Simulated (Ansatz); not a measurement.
Run report: SiH$_{2}$O$_{2}$, single-point calculation

System: SiH$_{2}$O$_{2}$.
Method: RKS PBE0-D4/def2-TZVPP (Ansatz 0.2.0).

The geometry is the reactant side of a reaction. The geometry comes from this level: PBE0-D4/def2-TZVP.

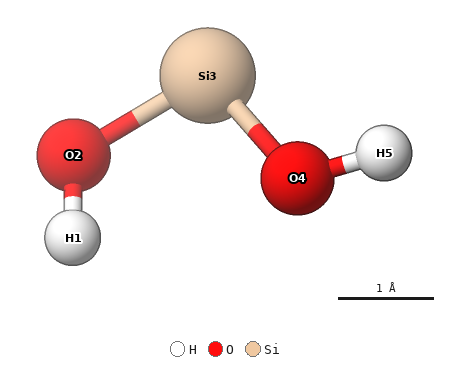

Figure 1. The input geometry (ball-and-stick view, seen at a tilt; atoms are numbered from 1 in the order of the input).

**Input**
```yaml
crystal:
  periodic: [false, false, false]
  atoms:
    - {symbol: H, position_ang: [-0.651503, -0.928672, -1.176135]}
    - {symbol: O, position_ang: [-0.208758, -1.392154, -0.456544]}
    - {symbol: Si, position_ang: [0.454645, -0.482015, 0.738323]}
    - {symbol: O, position_ang: [0.059400, 1.032127, 0.176084]}
    - {symbol: H, position_ang: [0.346316, 1.770814, 0.718273]}
basis:
  gaussian: {orbitals: def2-TZVPP}
hamiltonian: {xc: pbe0, dispersion: d4}
output: {orbitals: {seedname: orbitals}}
```

Hardware: 2 threads of Arm Neoverse V1, 23 GiB of memory available, shared host.

Launched with:
```bash
ansatz run in.yaml --threads 2 --pin off --events-out ev --progress --plain --max-ram 4352MiB
```

**Output**
```
Functional definition: PBE0
  name "PBE0"
  cite "Adamo & Barone, J. Chem. Phys. 110, 6158 (1999) doi:10.1063/1.478522"
  cite "Perdew, Burke & Ernzerhof, Phys. Rev. Lett. 77, 3865 (1996) doi:10.1103/PhysRevLett.77.3865"
  parent pbe
  parameter a = 0.25
  parameter kappa = 0.804
  parameter beta = 0.06672455060314922
  exchange = (1 - a)*pbe_x(kappa = kappa, mu = beta*pi^2/3) + a*exact_x
  correlation = pbe_c(beta = beta)
711 factors; their error is unknown
mean field evaluation 1: about -11991.8625 eV, gradient 7.3e1 eV
mean field evaluation 2: about -11972.0621 eV, gradient 1.3e2 eV
mean field evaluation 4: about -12000.3891 eV, gradient 2.7e0 eV
mean field evaluation 8: about -12000.4289 eV, gradient 1.8e-1 eV
mean field -12000.42894350 eV, -441.0076294908 hartree, gradient 7.7e-5 eV, S^2 0.000000; 0 other end points of the search recorded, 0 dependent functions left out
reference -12000.42896551 eV, -441.0076302994 hartree; 16, 16 occupied and 116, 116 virtual orbitals, 711 factors
Total energy: -12000.48732355 eV, -441.0097749180 hartree
```

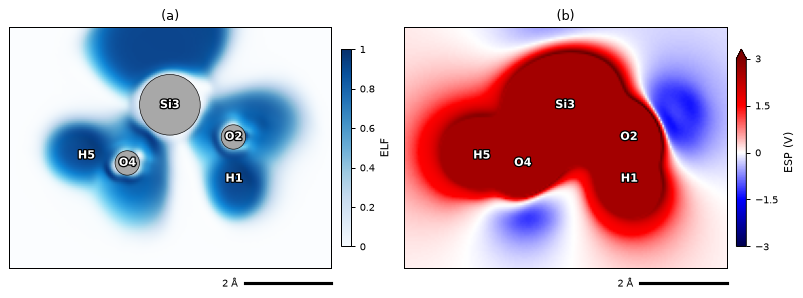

Figure 2. (a) electron localisation function; (b) electrostatic potential on the molecular plane. Grey discs, where drawn, cover atomic cores. The section cuts through H, O and Si sites. O–H (0.96 Å): the ELF climbs to about 1 towards the hydrogen, as it does in any bond to H; a covalent bond by its length.

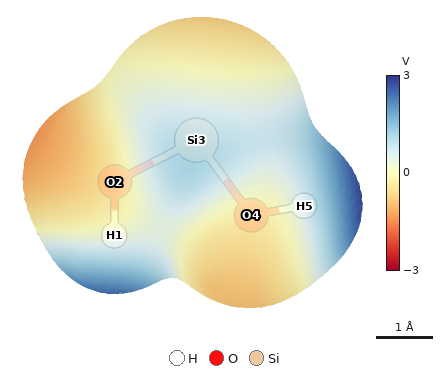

Figure 3. The electrostatic potential painted on the density surface at 0.002 e/bohr³, seen face on; red is negative and blue positive.

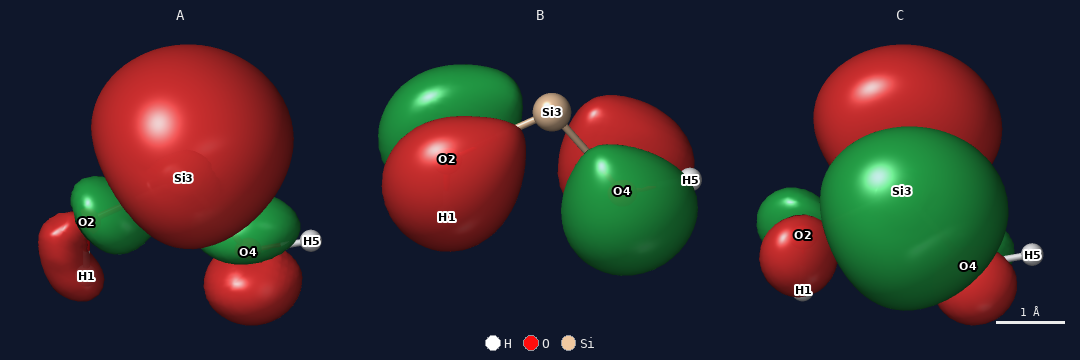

Figure 4. Three frontier orbitals at ±0.1 Å⁻³ᐟ² (green and red are the two phases). B is the HOMO−1 (−9.58 eV). A is the HOMO (−7.10 eV). By Hirshfeld shares it lies mainly on Si3 (75 %) and O4 (15 %); it is symmetric in the molecular plane (σ or in-plane lone-pair type). C is the LUMO (−1.09 eV). It lies mainly on Si3 (80 %), O4 (10 %) and O2 (10 %); it changes sign across the molecular plane (π type); π-antibonding (a node) across O2–Si3 and Si3–O4. The HOMO–LUMO gap is 6.01 eV between the orbital energies.

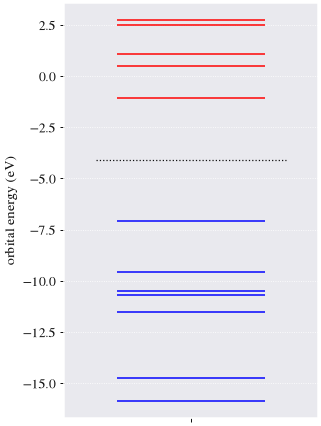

Figure 5. Orbital energies near the frontier; the dotted line parts filled from empty levels, and levels within 0.02 eV of each other stand side by side. Highest filled −7.10 eV, lowest empty −1.09 eV, 6.01 eV apart.

**Key numbers**

- outcome: converged
- total energy: −12000.4873 eV
- mean-field energy: −12000.4290 eV
- dispersion energy: −0.0584 eV
- SCF solution under orbital rotations: stable
- HOMO: −7.10 eV
- LUMO: −1.09 eV
- wall time: 1 s (CPU time 1.9 s)
- peak memory: 0.28 GiB
